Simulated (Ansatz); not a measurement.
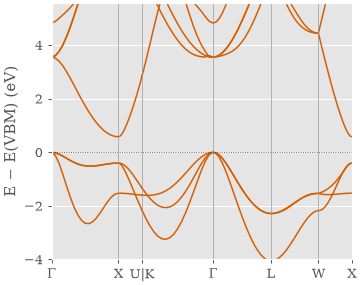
Figure: Band structure from the program Ansatz at the r²SCAN level (PAW)

### Question
Read off the gap and where the band edges lie.

### Answer
About 0.6 eV (0.58 eV by a search for the band edges); maximum at Γ, minimum at X.

### Question
Pick the material that matches.
A) InP, zinc blende
B) YN, rock salt
C) GaP, zinc blende

### Answer
B, YN, rock salt

Space group Fm-3m (rock salt). The r²SCAN relaxation kept the symmetry of its start. The run is not spin-polarised. Scalar-relativistic: spin–orbit coupling is off unless named, which matters more the heavier the elements.

Potentials: the earlier of the program's two PAW sets.
